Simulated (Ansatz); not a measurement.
# CH5ClSi2: rotation by 120° about the Si1–C2 bond, part 2 of 2

How high is the barrier for the rotation by 120° about the Si1–C2 bond? Relax the two ends, then run a nudged elastic band between them. SMILES of the start: [SiH3]C=[SiH]Cl.

Ansatz 0.2.0; RKS CAM-B3LYP-D4/def2-SVP. Earlier steps stand in the parts before.

## Step 5: What the band shows

The 9 inner images lie between the fixed ends 0 and 10. Energy is taken from image 0, and the path length is the program's own coordinate along the band.

| image | path (Å) | energy (eV) | dihedral H5–Si1–C2–Si3 (°) | band force (eV/Å) |
| --- | --- | --- | --- | --- |
| 0 | 0.000 | 0.0000 | 120 | - |
| 1 | 0.403 | 0.0045 | 132 | 0.010 |
| 2 | 0.806 | 0.0164 | 144 | 0.017 |
| 3 | 1.210 | 0.0311 | 156 | 0.018 |
| 4 | 1.613 | 0.0429 | 168 | 0.013 |
| 5* | 2.016 | 0.0475 | 180 | 0.006 |
| 6 | 2.419 | 0.0432 | -168 | 0.013 |
| 7 | 2.822 | 0.0315 | -156 | 0.020 |
| 8 | 3.224 | 0.0168 | -144 | 0.016 |
| 9 | 3.627 | 0.0047 | -132 | 0.007 |
| 10 | 4.030 | 0.0000 | -120 | - |

The star marks the climbing image.

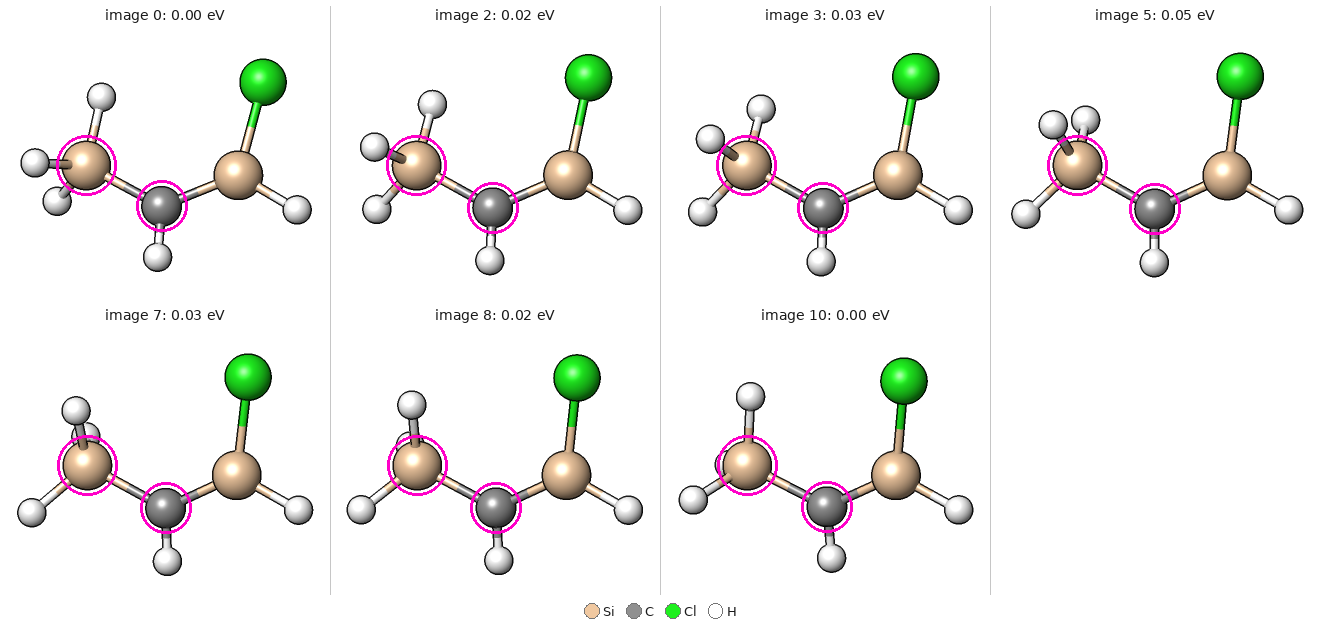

Snapshots along the band, viewed from a chosen angle. Ringed: Si1, C2. Sticks join atoms closer than a bonding distance in each image.

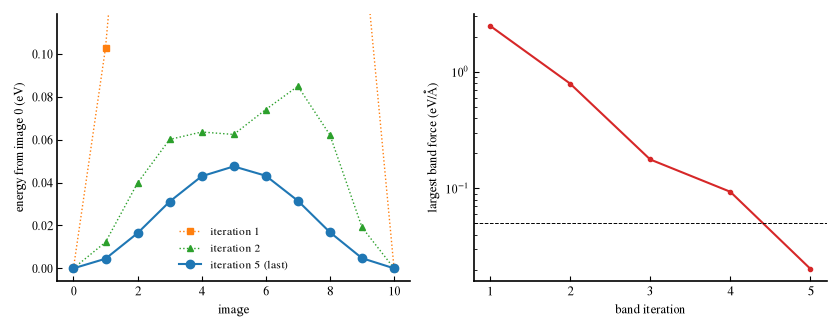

Left: energy of each image for early iterations and the last one (lines only join the points; early values far above the last band run off the scale). Right: the largest band force by iteration, with the threshold dashed.

The top of the band by iteration:

```
iteration  highest image above image 0 (eV)  largest band force (eV/Å)
        1                            0.4943                      2.482
        2                            0.0849                      0.792
        3                            0.0477                      0.177
        4                            0.0475                      0.093
        5                            0.0475                      0.020
```

Positions of all images (Å):

```xyz
9
image=0 dE=0.0000
Si   -0.538    1.035   -0.871
C    -0.536   -0.285    0.422
Si    0.772   -1.204    0.977
Cl    2.683   -1.014    0.278
H    -1.448    0.688   -2.002
H    -1.006    2.339   -0.316
H     0.837    1.219   -1.412
H    -1.488   -0.526    0.911
H     0.724   -2.251    2.013
9
image=1 dE=0.0045
Si   -0.538    1.027   -0.880
C    -0.543   -0.322    0.385
Si    0.773   -1.192    0.993
Cl    2.708   -0.880    0.413
H    -1.583    0.785   -1.916
H    -0.823    2.360   -0.270
H     0.791    1.098   -1.547
H    -1.509   -0.612    0.819
H     0.723   -2.265    2.003
9
image=2 dE=0.0164
Si   -0.535    1.019   -0.887
C    -0.549   -0.358    0.350
Si    0.772   -1.180    1.012
Cl    2.715   -0.750    0.543
H    -1.697    0.892   -1.812
H    -0.630    2.360   -0.237
H     0.722    0.992   -1.687
H    -1.523   -0.696    0.725
H     0.725   -2.279    1.994
9
image=3 dE=0.0311
Si   -0.530    1.012   -0.894
C    -0.552   -0.394    0.314
Si    0.768   -1.168    1.033
Cl    2.706   -0.627    0.668
H    -1.788    1.006   -1.693
H    -0.432    2.339   -0.218
H     0.628    0.902   -1.825
H    -1.530   -0.781    0.625
H     0.729   -2.289    1.989
9
image=4 dE=0.0429
Si   -0.524    1.004   -0.900
C    -0.552   -0.428    0.278
Si    0.762   -1.155    1.054
Cl    2.685   -0.508    0.792
H    -1.854    1.124   -1.561
H    -0.237    2.298   -0.214
H     0.513    0.829   -1.956
H    -1.527   -0.868    0.521
H     0.734   -2.295    1.988
9
image=5 dE=0.0475
Si   -0.520    0.996   -0.908
C    -0.549   -0.461    0.241
Si    0.756   -1.139    1.075
Cl    2.654   -0.394    0.918
H    -1.896    1.242   -1.422
H    -0.050    2.238   -0.228
H     0.379    0.772   -2.076
H    -1.512   -0.956    0.412
H     0.738   -2.297    1.988
9
image=6 dE=0.0432
Si   -0.521    0.993   -0.914
C    -0.538   -0.482    0.211
Si    0.755   -1.127    1.088
Cl    2.636   -0.327    1.017
H    -1.922    1.373   -1.248
H     0.146    2.165   -0.277
H     0.196    0.722   -2.193
H    -1.486   -1.019    0.332
H     0.736   -2.298    1.983
9
image=7 dE=0.0315
Si   -0.524    0.991   -0.919
C    -0.527   -0.499    0.183
Si    0.754   -1.115    1.098
Cl    2.615   -0.267    1.113
H    -1.915    1.506   -1.068
H     0.329    2.075   -0.355
H    -0.009    0.685   -2.286
H    -1.457   -1.075    0.260
H     0.734   -2.300    1.975
9
image=8 dE=0.0168
Si   -0.528    0.989   -0.924
C    -0.514   -0.516    0.154
Si    0.754   -1.104    1.105
Cl    2.589   -0.209    1.211
H    -1.871    1.635   -0.889
H     0.491    1.973   -0.461
H    -0.228    0.663   -2.350
H    -1.425   -1.126    0.192
H     0.733   -2.305    1.961
9
image=9 dE=0.0047
Si   -0.529    0.987   -0.928
C    -0.500   -0.533    0.125
Si    0.752   -1.095    1.113
Cl    2.553   -0.148    1.315
H    -1.792    1.753   -0.717
H     0.625    1.866   -0.592
H    -0.452    0.656   -2.382
H    -1.391   -1.173    0.124
H     0.735   -2.313    1.943
9
image=10 dE=0.0000
Si   -0.527    0.985   -0.933
C    -0.485   -0.552    0.094
Si    0.746   -1.089    1.121
Cl    2.500   -0.082    1.424
H    -1.681    1.856   -0.560
H     0.730    1.759   -0.742
H    -0.670    0.665   -2.384
H    -1.355   -1.220    0.053
H     0.741   -2.323    1.926
```

## Step 6: Frequencies at the highest image

The geometry is the highest inner image of the first converged band.

Contents of input.yaml:

```yaml
crystal:
  periodic: [false, false, false]
  atoms:
    - { symbol: Si, position_ang: [-0.519954, 0.995712, -0.907564] }
    - { symbol: C, position_ang: [-0.549255, -0.461412, 0.240697] }
    - { symbol: Si, position_ang: [0.755754, -1.13918, 1.075324] }
    - { symbol: Cl, position_ang: [2.65423, -0.394044, 0.918394] }
    - { symbol: H, position_ang: [-1.896196, 1.24182, -1.422028] }
    - { symbol: H, position_ang: [-0.049816, 2.237572, -0.228016] }
    - { symbol: H, position_ang: [0.379336, 0.772073, -2.076433] }
    - { symbol: H, position_ang: [-1.512489, -0.955991, 0.411555] }
    - { symbol: H, position_ang: [0.738369, -2.296551, 1.98807] }
basis:
  gaussian: { orbitals: def2-SVP }
hamiltonian:
  xc: cam_b3lyp
  dispersion: d4
phonons: {}
```

On the command line:

```bash
ansatz run input.yaml --threads 2 --pin off --max-ram 3072MiB --backend cpu --events-out ev --progress --plain --runs-dir out
```

The program printed (excerpt; [...] marks lines left out):

```text
Warning: RAYON_NUM_THREADS=2 ignored (pool sized by the plan → 2); use --threads N
[...]
Functional definition: CAM-B3LYP
[...]
959 factors; integrals over basis functions are off by at most 2.9e-4 eV
380 factors; integrals over basis functions are off by at most 7.6e-7 eV
[...]
mean field -29386.22502192 eV, -1079.9238508569 hartree, gradient 8.0e-5 eV, S^2 0.000000; 0 other end points of the search recorded, 0 dependent functions left out
[...]
WARN: phonons: modes at or below zero, which the zero-point energy, F, S and C_V leave out: 1, the lowest at -101.19 cm⁻¹. A minimum has none, and a first-order saddle one
[...]
Atom 5 at    -0.049816     2.237572    -0.228016 Å, force     0.000046     0.000666    -0.000411 eV/Å
Atom 6 at     0.379336     0.772073    -2.076433 Å, force     0.000152     0.000702    -0.000427 eV/Å
Atom 7 at    -1.512489    -0.955991     0.411555 Å, force     0.001056    -0.004356     0.005577 eV/Å
Atom 8 at     0.738369    -2.296551     1.988070 Å, force    -0.002614     0.000080    -0.000694 eV/Å
Dipole moment:    -0.016143    -0.335575     0.261903 e Å
Vibrations: -101.19 79.99 205.60 324.79 466.08 537.48 624.54 632.50 692.77 711.37 848.95 947.33 961.44 973.33 988.90 1204.35 2227.39 2236.47 2247.53 2326.76 3183.88 cm⁻¹, zero-point energy 1.389953 eV
```

Wall time 85 s (2 threads of Arm Neoverse V1, shared host); peak memory 0.23 GiB.

Of 21 modes, 1 is imaginary by more than 30 cm⁻¹ (101i cm⁻¹).

## Step 7: The band again, with other settings

crystal.atoms is end A as relaxed above, and neb.final_atoms is end B, turned to lie on A. With 9 inner images the band has 11 in all. The start path is listed, through a guess of the saddle.

Contents of input.yaml:

```yaml
crystal:
  periodic: [false, false, false]
  atoms:
    - { symbol: Si, position_ang: [-0.537792, 1.03526, -0.871285] }
    - { symbol: C, position_ang: [-0.535664, -0.285435, 0.422034] }
    - { symbol: Si, position_ang: [0.771593, -1.204088, 0.976669] }
    - { symbol: Cl, position_ang: [2.68312, -1.014162, 0.277911] }
    - { symbol: H, position_ang: [-1.448092, 0.687807, -2.00171] }
    - { symbol: H, position_ang: [-1.006007, 2.338969, -0.316027] }
    - { symbol: H, position_ang: [0.837119, 1.218795, -1.411772] }
    - { symbol: H, position_ang: [-1.488, -0.526371, 0.910873] }
    - { symbol: H, position_ang: [0.723702, -2.250774, 2.013306] }
basis:
  gaussian: { orbitals: def2-SVP }
hamiltonian:
  xc: cam_b3lyp
  dispersion: d4
neb:
  order_check: false
  images: 9
  f_tol: 0.5
  max_iterations: 60
  final_atoms:
    - { symbol: Si, position_ang: [-0.52727562, 0.98532695, -0.93316509] }
    - { symbol: C, position_ang: [-0.48498483, -0.55157676, 0.09392074] }
    - { symbol: Si, position_ang: [0.74646319, -1.08865987, 1.12121265] }
    - { symbol: Cl, position_ang: [2.49963632, -0.08157428, 1.42429303] }
    - { symbol: H, position_ang: [-1.68053904, 1.85601762, -0.55998496] }
    - { symbol: H, position_ang: [0.73034622, 1.75871245, -0.74155066] }
    - { symbol: H, position_ang: [-0.66987026, 0.66500267, -2.38384926] }
    - { symbol: H, position_ang: [-1.35464369, -1.21990713, 0.05286038] }
    - { symbol: H, position_ang: [0.7408467, -2.32334066, 1.92626217] }
  initial_path:
    images:
      - { positions_ang: [[-0.537792, 1.03526, -0.871285], [-0.535664, -0.285435, 0.422034], [0.771593, -1.204088, 0.976669], [2.68312, -1.014162, 0.277911], [-1.448092, 0.687807, -2.00171], [-1.006007, 2.338969, -0.316027], [0.837119, 1.218795, -1.411772], [-1.488, -0.526371, 0.910873], [0.723702, -2.250774, 2.013306]] }
      - { positions_ang: [[-0.5404094, 1.03163594, -0.88423652], [-0.53979299, -0.31898648, 0.38385821], [0.77562076, -1.19715102, 1.00236742], [2.68248482, -0.90692147, 0.41928039], [-1.53872205, 0.80817131, -1.89216268], [-0.82554969, 2.31884309, -0.30226671], [0.73798601, 1.12922173, -1.54393266], [-1.49552402, -0.60377175, 0.80395393], [0.74388556, -2.26104035, 2.01313762]] }
      - { positions_ang: [[-0.54302681, 1.02801187, -0.89718804], [-0.54392197, -0.35253796, 0.34568241], [0.77964853, -1.19021404, 1.02806583], [2.68184965, -0.79968094, 0.56064978], [-1.62935211, 0.92853561, -1.78261535], [-0.64509238, 2.29871719, -0.28850641], [0.63885302, 1.03964846, -1.67609332], [-1.50304804, -0.6811725, 0.69703486], [0.76406912, -2.2713067, 2.01296923]] }
      - { positions_ang: [[-0.54564421, 1.02438781, -0.91013956], [-0.54805096, -0.38608944, 0.30750662], [0.78367629, -1.18327705, 1.05376425], [2.68121447, -0.69244041, 0.70201917], [-1.71998216, 1.04889992, -1.67306803], [-0.46463507, 2.27859128, -0.27474612], [0.53972003, 0.95007519, -1.80825398], [-1.51057206, -0.75857325, 0.59011579], [0.78425268, -2.28157305, 2.01280085]] }
      - { positions_ang: [[-0.54826162, 1.02076375, -0.92309109], [-0.55217995, -0.41964092, 0.26933082], [0.78770406, -1.17634007, 1.07946267], [2.6805793, -0.58519987, 0.84338856], [-1.81061222, 1.16926423, -1.5635207], [-0.28417776, 2.25846537, -0.26098582], [0.44058703, 0.86050192, -1.94041464], [-1.51809608, -0.835974, 0.48319672], [0.80443624, -2.2918394, 2.01263247]] }
      - { positions_ang: [[-0.55087902, 1.01713968, -0.93604261], [-0.55630893, -0.4531924, 0.23115503], [0.79173182, -1.16940309, 1.10516109], [2.67994412, -0.47795934, 0.98475796], [-1.90124227, 1.28962853, -1.45397338], [-0.10372046, 2.23833946, -0.24722553], [0.34145404, 0.77092865, -2.0725753], [-1.5256201, -0.91337475, 0.37627765], [0.8246198, -2.30210576, 2.01246408]] }
      - { positions_ang: [[-0.54615834, 1.01077714, -0.9354671], [-0.54204411, -0.47286927, 0.20370817], [0.7826781, -1.15325445, 1.1083714], [2.64388256, -0.39868233, 1.07266497], [-1.85710163, 1.40290635, -1.2751757], [0.06309288, 2.14241406, -0.34609055], [0.13918918, 0.74974346, -2.13483009], [-1.49142482, -0.97468122, 0.3115942], [0.80786518, -2.30635274, 1.9952237]] }
      - { positions_ang: [[-0.54143766, 1.00441459, -0.9348916], [-0.52777929, -0.49254614, 0.17626131], [0.77362437, -1.1371058, 1.11158171], [2.607821, -0.31940532, 1.16057198], [-1.81296098, 1.51618417, -1.09637801], [0.22990621, 2.04648866, -0.44495558], [-0.06307568, 0.72855826, -2.19708488], [-1.45722954, -1.0359877, 0.24691075], [0.79111056, -2.31059972, 1.97798332]] }
      - { positions_ang: [[-0.53671698, 0.99805205, -0.9343161], [-0.51351447, -0.51222301, 0.14881445], [0.76457064, -1.12095716, 1.11479203], [2.57175944, -0.2401283, 1.248479], [-1.76882033, 1.62946199, -0.91758033], [0.39671955, 1.95056326, -0.5438206], [-0.26534054, 0.70737306, -2.25933967], [-1.42303425, -1.09729418, 0.18222729], [0.77435594, -2.3148467, 1.96074293]] }
      - { positions_ang: [[-0.5319963, 0.9916895, -0.9337406], [-0.49924965, -0.53189989, 0.1213676], [0.75551692, -1.10480852, 1.11800234], [2.53569788, -0.16085129, 1.33638601], [-1.72467968, 1.7427398, -0.73878265], [0.56353288, 1.85463785, -0.64268563], [-0.4676054, 0.68618787, -2.32159447], [-1.38883897, -1.15860065, 0.11754384], [0.75760132, -2.31909368, 1.94350255]] }
      - { positions_ang: [[-0.52727562, 0.98532695, -0.93316509], [-0.48498483, -0.55157676, 0.09392074], [0.74646319, -1.08865987, 1.12121265], [2.49963632, -0.08157428, 1.42429303], [-1.68053904, 1.85601762, -0.55998496], [0.73034622, 1.75871245, -0.74155066], [-0.66987026, 0.66500267, -2.38384926], [-1.35464369, -1.21990713, 0.05286038], [0.7408467, -2.32334066, 1.92626217]] }
```

On the command line:

```bash
ansatz run input.yaml --threads 2 --pin off --max-ram 3072MiB --backend cpu --events-out ev --progress --plain --runs-dir out
```

The program printed (excerpt; [...] marks lines left out):

```text
Warning: RAYON_NUM_THREADS=2 ignored (pool sized by the plan → 2); use --threads N
[...]
[... 1 set-up line as earlier in the session ...]
[...]
959 factors; integrals over basis functions are off by at most 3.3e-4 eV
380 factors; integrals over basis functions are off by at most 7.0e-7 eV
[...]
mean field -29386.27343368 eV, -1079.9256299561 hartree, gradient 7.7e-5 eV, S^2 0.000000; 0 other end points of the search recorded, 0 dependent functions left out
[...]
959 factors; integrals over basis functions are off by at most 3.0e-4 eV
380 factors; integrals over basis functions are off by at most 6.8e-7 eV
mean field -29386.21341490 eV, -1079.9234243067 hartree, gradient 7.2e-5 eV, S^2 0.000000; 0 other end points of the search recorded, 0 dependent functions left out
[...]
reference -29386.21354581 eV, -1079.9234291175 hartree; 28, 28 occupied and 65, 65 virtual orbitals, 959 factors
[...]
959 factors; integrals over basis functions are off by at most 3.0e-4 eV
380 factors; integrals over basis functions are off by at most 7.0e-7 eV
[...]
```

## Step 8: The log goes on: band between the two ends

The log, continued (excerpt; [...] marks lines left out):

```text
mean field -29386.20991349 eV, -1079.9232956321 hartree, gradient 7.2e-5 eV, S^2 0.000000; 0 other end points of the search recorded, 0 dependent functions left out
[...]
reference -29386.21004515 eV, -1079.9233004706 hartree; 28, 28 occupied and 65, 65 virtual orbitals, 959 factors
[...]
959 factors; integrals over basis functions are off by at most 3.0e-4 eV
380 factors; integrals over basis functions are off by at most 7.6e-7 eV
[...]
Atom 5 at    -0.052109     2.240033    -0.231085 Å, force    -0.003680    -0.003521     0.002962 eV/Å
Atom 6 at     0.381543     0.776269    -2.077296 Å, force    -0.010770    -0.008273     0.005727 eV/Å
Atom 7 at    -1.511174    -0.954974     0.413531 Å, force     0.006929    -0.002527     0.006403 eV/Å
Atom 8 at     0.732982    -2.296700     1.985938 Å, force     0.010216     0.002807     0.001444 eV/Å
Dipole moment:    -0.015757    -0.334279     0.259615 e Å
this run last wrote the band of iteration 3 to <dir>
```

It took 86 s on 2 threads of Arm Neoverse V1, shared host; peak memory 0.23 GiB.

## Step 9: What the band shows

Images 0 and 10 are the ends. Energies count from image 0; the path length is the program's own measure over all atoms.

| image | path (Å) | energy (eV) | dihedral H5–Si1–C2–Si3 (°) | band force (eV/Å) |
| --- | --- | --- | --- | --- |
| 0 | 0.000 | 0.0000 | 120 | - |
| 1 | 0.402 | 0.0048 | 132 | 0.058 |
| 2 | 0.803 | 0.0173 | 144 | 0.111 |
| 3 | 1.205 | 0.0321 | 156 | 0.118 |
| 4 | 1.606 | 0.0434 | 168 | 0.084 |
| 5* | 2.009 | 0.0477 | 180 | 0.068 |
| 6 | 2.411 | 0.0440 | -168 | 0.100 |
| 7 | 2.814 | 0.0339 | -156 | 0.180 |
| 8 | 3.216 | 0.0189 | -144 | 0.170 |
| 9 | 3.619 | 0.0052 | -132 | 0.080 |
| 10 | 4.022 | 0.0000 | -120 | - |

The star marks the climbing image.

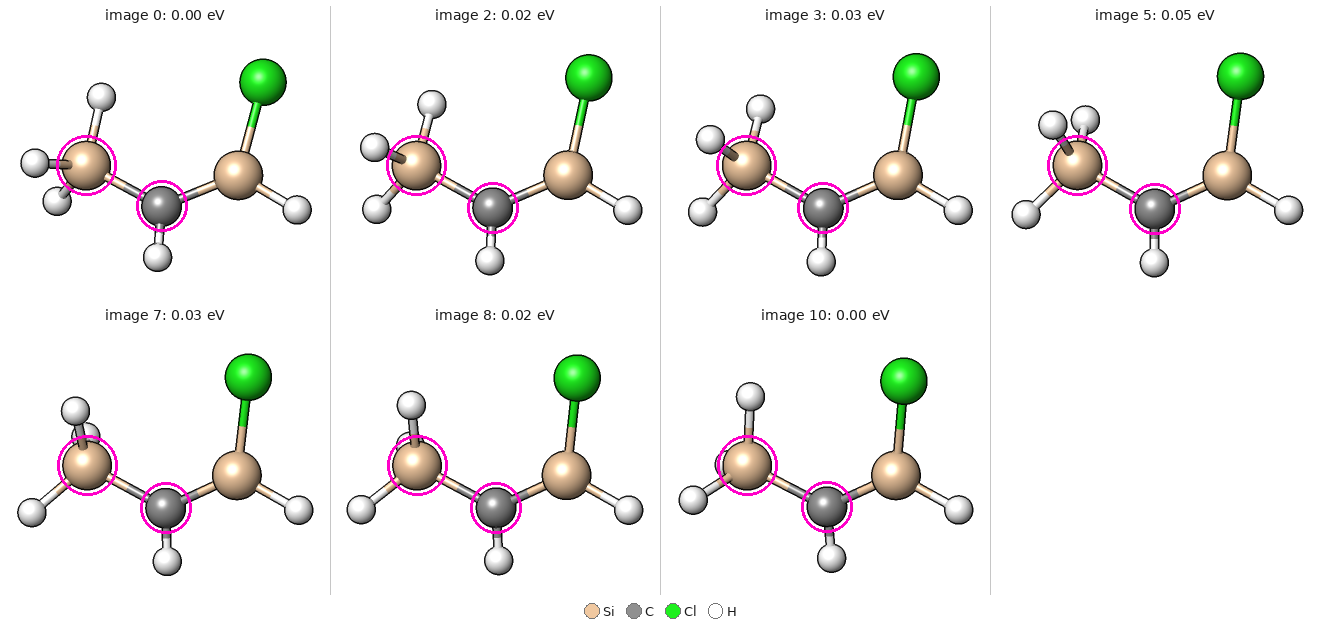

Snapshots along the band, viewed from a chosen angle. Ringed: Si1, C2. Sticks join atoms closer than a bonding distance in each image.

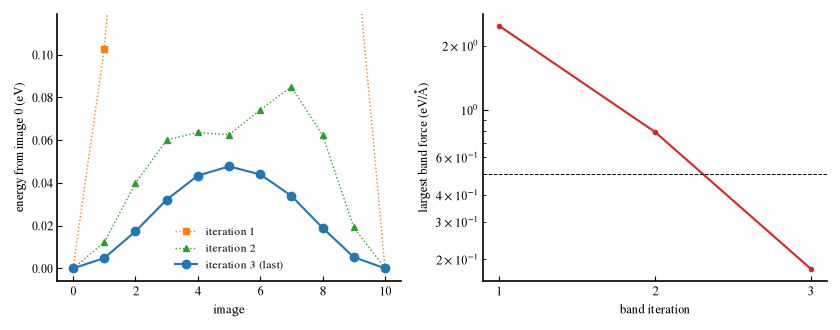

Left: energy of each image for early iterations and the last one (lines only join the points; early values far above the last band run off the scale). Right: the largest band force by iteration, with the threshold dashed.

## Step 10: Results

What follows sums up all 2 parts.

| quantity | value |
| --- | --- |
| end A | 5 moves, 0.138 eV lower |
| end B | 4 moves, 0.141 eV lower |
| first band: barrier forwards | 0.048 eV |
| first band: barrier backwards | 0.048 eV |
| first band: second end relative to first | 0.000 eV |
| first band: highest image | 5 of 0 to 10, climbing |
| first band: band iterations | 5 |
| imaginary modes at the top | 101i cm⁻¹ |
| second band | top 0.048 eV above image 0, 3 iterations, 9 inner images |
| time, first and second band | 2.1 min and 86 s |

In words: In the first band: the barrier from the first end is 0.048 eV, 1.8 times kT at 300 K. The two ends lie within 1 meV of each other. The listed dihedral goes from 120° at end A through 180° at the highest image to -120° at end B. One imaginary mode, as a first-order saddle point has. The second band's top agrees with the first's to 1 meV, so the changed settings hardly move the height. Zero-point energy and entropy are left out.
